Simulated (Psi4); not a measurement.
**r2SCAN/def2-SVPD (core potential) run of CH4FIn (SMILES [CH3][InH][F])**

What is the vertical ionisation energy of CH4FIn at r2SCAN/def2-SVPD (core potential)? 

The results are computed with Psi4 1.11.

1 further run of the same task is left out (set aside as unsound or not needed).

### 1 The molecule

CH4FIn: 7 atoms, total charge 0, spin state singlet. SMILES: `[CH3][InH][F]`. The shape comes from GFN2-xTB, which is rough for such elements, and wasn't checked as a minimum.

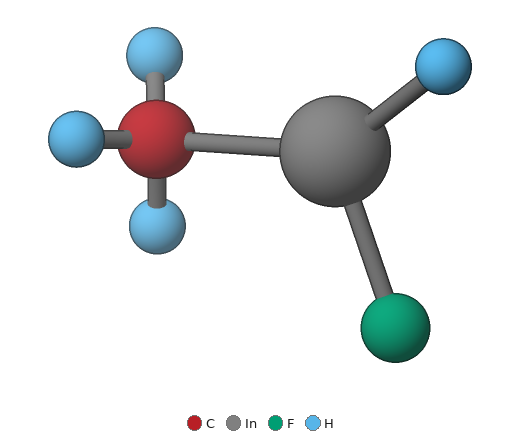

The structure, seen from a chosen angle (carbon red, indium grey, fluorine teal, hydrogen blue).

### 2 Energy and forces at r2SCAN/def2-SVPD (core potential)

File run.py:

```python
import psi4

psi4.set_memory('1600 MB')
psi4.set_num_threads(1)
psi4.core.set_output_file('ch4fin.out', False)

mol = psi4.geometry("""
C     -1.82025979     0.86148835    -0.55480469
In     2.03028395    -0.61718455     0.14938285
F      1.93286857    -2.80847317     3.14554362
H     -2.28879849     0.81069251    -2.54941062
H     -3.01549267    -0.40836982     0.53129650
H     -1.94464157     2.77542186     0.17464849
H      5.10603999    -0.61357518    -0.89663725
units bohr
symmetry c1
""")

psi4.set_options(dict(puream=True, e_convergence=1e-09, d_convergence=1e-08, scf_type='pk', dft_radial_points=99, dft_spherical_points=590))

energy_value, wavefunction = psi4.gradient('r2scan/def2-SVPD', molecule=mol, return_wfn=True)
psi4.oeprop(wavefunction, 'DIPOLE', 'QUADRUPOLE', 'WIBERG_LOWDIN_INDICES', title='R2SCAN')
print('gradient / Eh bohr^-1')
print(energy_value.np.round(6))
print(f'energy = {wavefunction.energy():.10f} Eh')
```

The run is started by

```
$ python run.py
```

ch4fin.out:

```text
[...]
    !!!  WARNING: ECP capability is in beta. Please check occupations closely.  !!!
[...]
  Running in c1 symmetry.
[...]
  Nuclear repulsion =  124.333356762678548
[...]
  Multiplicity = 1
[...]
  Nalpha       = 20
  Nbeta        = 20
[...]
    Number of basis functions: 107
[...]
   @RKS iter   1:  -329.95681280076201   -8.63801e-01   8.91078e-03 DIIS/ADIIS
[...]
   @RKS iter  12:  -330.39939134239836   -6.82121e-13   2.87493e-09 DIIS
[...]
    Orbital Energies [Eh]
    ---------------------
    Doubly Occupied:
       1A    -24.415531     2A    -10.061938     3A     -4.628389
       4A     -3.039018     5A     -3.027573     6A     -3.025231
       7A     -1.019598     8A     -0.735872     9A     -0.727006
      10A     -0.725438    11A     -0.721973    12A     -0.719377
      13A     -0.648322    14A     -0.397678    15A     -0.387426
      16A     -0.385983    17A     -0.311359    18A     -0.304266
      19A     -0.301053    20A     -0.262586
[...]
  @RKS Final Energy:  -330.39939134239836
   => Energetics <=
    Nuclear Repulsion Energy =            124.3333567626785481
    One-Electron Energy =                -776.0075931774225637
    Two-Electron Energy =                 355.3565880509741532
    DFT Exchange-Correlation Energy =     -34.0817429786285402
    Empirical Dispersion Energy =           0.0000000000000000
    VV10 Nonlocal Energy =                  0.0000000000000000
    Total Energy =                       -330.3993913423983599
[...]
  -Total Gradient:
     Atom            X                  Y                   Z
    ------   -----------------  -----------------  -----------------
       1       -0.022860891075     0.011116947275    -0.005771396850
       2        0.008482723944    -0.012270405509     0.013442936836
       3        0.001931407333     0.007434972631    -0.010766229177
       4        0.002226027968    -0.000273116064     0.007961713912
       5        0.006845504244     0.002600609110    -0.002946916000
       6        0.001445604150    -0.007644634128    -0.002553351219
       7        0.002086580953    -0.001049450156     0.000700497059
[...]
 Multipole Moments:
 ------------------------------------------------------------------------------------
     Multipole            Electronic (a.u.)      Nuclear  (a.u.)        Total (a.u.)
 ------------------------------------------------------------------------------------
 L = 1.  Multiply by 2.5417464519 to convert [e a0] to [Debye]
 Dipole X            :         18.3994227          -18.6633688           -0.2639461
 Dipole Y            :          1.6507547           -0.7971982            0.8535565
 Dipole Z            :         -8.4324619            7.3684873           -1.0639746
 Magnitude           :                                                    1.3893409
 L = 2.  Multiply by 1.3450342976 to convert [e a0^2] to [Debye ang]
 Quadrupole XX       :       -165.1476359          137.8118679          -27.3357680
 Quadrupole XY       :         58.1787139          -57.5436691            0.6350448
[...]
```

The script printed:

```text
gradient / Eh bohr^-1
[[-0.022861  0.011117 -0.005771]
 [ 0.008483 -0.01227   0.013443]
 [ 0.001931  0.007435 -0.010766]
 [ 0.002226 -0.000273  0.007962]
 [ 0.006846  0.002601 -0.002947]
 [ 0.001446 -0.007645 -0.002553]
 [ 0.002087 -0.001049  0.0007  ]]
energy = -330.3993913424 Eh
```

It took 38 s on 1 thread of Intel Xeon 6975P-C (Granite Rapids), shared host; peak memory 0.61 GiB.

### 3 The doublet cation: a single-point energy at U-r2SCAN/def2-SVPD (core potential)

File ch4fin_ase.py:

```python
import numpy as np
from ase.calculators.psi4 import Psi4
from ase import Atoms

mol = Atoms(['C', 'In', 'F', 'H', 'H', 'H', 'H'], positions=[
    [-0.963240, 0.455880, -0.293590],
    [1.074380, -0.326600, 0.079050],
    [1.022830, -1.486180, 1.664550],
    [-1.211180, 0.429000, -1.349090],
    [-1.595730, -0.216100, 0.281150],
    [-1.029060, 1.468690, 0.092420],
    [2.702000, -0.324690, -0.474480],
])
calc = Psi4(atoms=mol, method='r2scan', basis='def2-SVPD', memory='1600MB', num_threads=1, charge=1, multiplicity=2, label='calc', reference='uks')
calc.psi4.set_options({'puream': True, 'e_convergence': 1e-09, 'd_convergence': 1e-08, 'scf_type': 'pk', 'dft_radial_points': 99, 'dft_spherical_points': 590, 'maxiter': 200})
mol.calc = calc

print(f'energy: {mol.get_potential_energy():.6f} eV')
```

The run is started by

```
$ python ch4fin_ase.py
```

calc.dat:

```text
[...]
    !!!  WARNING: ECP capability is in beta. Please check occupations closely.  !!!
[...]
  Running in c1 symmetry.
[...]
  Nuclear repulsion =  124.333356673390298
[...]
  Multiplicity = 2
[...]
  Nalpha       = 20
  Nbeta        = 19
[...]
    Number of basis functions: 107
[...]
   @UKS iter   1:  -329.68532049232692   -5.68887e-01   7.68683e-03 ADIIS/DIIS
[...]
   @UKS iter  16:  -330.02951931537842   -6.99174e-12   3.67971e-09 DIIS
[...]
   @S^2 Observed:                7.689371753E-01
[...]
    Orbital Energies [Eh]
    ---------------------
    Alpha Occupied:
       1A    -24.667456     2A    -10.328218     3A     -4.885159
       4A     -3.292155     5A     -3.287120     6A     -3.282860
       7A     -1.264910     8A     -0.997825     9A     -0.982410
      10A     -0.981159    11A     -0.977841    12A     -0.973011
      13A     -0.904158    14A     -0.645805    15A     -0.628552
      16A     -0.626886    17A     -0.569055    18A     -0.547076
      19A     -0.537236    20A     -0.533870
    Alpha Virtual:
      21A     -0.288182    22A     -0.279159    23A     -0.197002
      24A     -0.134561    25A     -0.090638    26A     -0.082266
[...]
  @UKS Final Energy:  -330.02951931537842
   => Energetics <=
    Nuclear Repulsion Energy =            124.3333566733902984
    One-Electron Energy =                -766.0299026424838758
    Two-Electron Energy =                 345.4380768749443291
    DFT Exchange-Correlation Energy =     -33.7710502212291885
    Empirical Dispersion Energy =           0.0000000000000000
    VV10 Nonlocal Energy =                  0.0000000000000000
    Total Energy =                       -330.0295193153784226
[...]
 Multipole Moments:
 ------------------------------------------------------------------------------------
     Multipole            Electronic (a.u.)      Nuclear  (a.u.)        Total (a.u.)
 ------------------------------------------------------------------------------------
 L = 1.  Multiply by 2.5417464519 to convert [e a0] to [Debye]
 Dipole X            :         17.7966351          -18.6633688           -0.8667338
 Dipole Y            :          2.0488109           -0.7971982            1.2516128
 Dipole Z            :         -8.7668187            7.3684873           -1.3983315
 Magnitude           :                                                    2.0671461
[...]
```

The script printed:

```text
energy: -8980.560650 eV
```

Run time: 56 s. Hardware: 1 thread of Intel Xeon 6975P-C (Granite Rapids), shared host; peak memory 0.63 GiB.

### 4 Summary of results

Level: r2SCAN/def2-SVPD (core potential).

| quantity | value |
| --- | --- |
| singlet CH4FIn: total energy | -330.39939 Eh |
| singlet CH4FIn: dipole moment | 3.53 D |
| singlet CH4FIn: HOMO energy | -7.15 eV |
| singlet CH4FIn: LUMO energy | -1.94 eV |
| singlet CH4FIn: HOMO–LUMO gap | 5.20 eV |
| singlet CH4FIn: largest force on an atom | 1.340 eV/Å |
| doublet cation: total energy | -330.02952 Eh |
| doublet cation: HOMO energy (highest over α and β) | -14.30 eV |
| doublet cation: LUMO energy (lowest over α and β) | -12.93 eV |
| doublet cation: ⟨S²⟩ | 0.769 |
| vertical ionisation energy (to the doublet cation) | 10.065 eV |

**Reading.** The vertical ionisation energy comes to 10.06 eV (232 kcal/mol). The largest force (singlet CH4FIn) is 1.34 eV/Å: the shape isn't a stationary point for this species at this level. −ε(HOMO) before ionisation, 7.15 eV, is 2.92 eV below this ionisation energy.
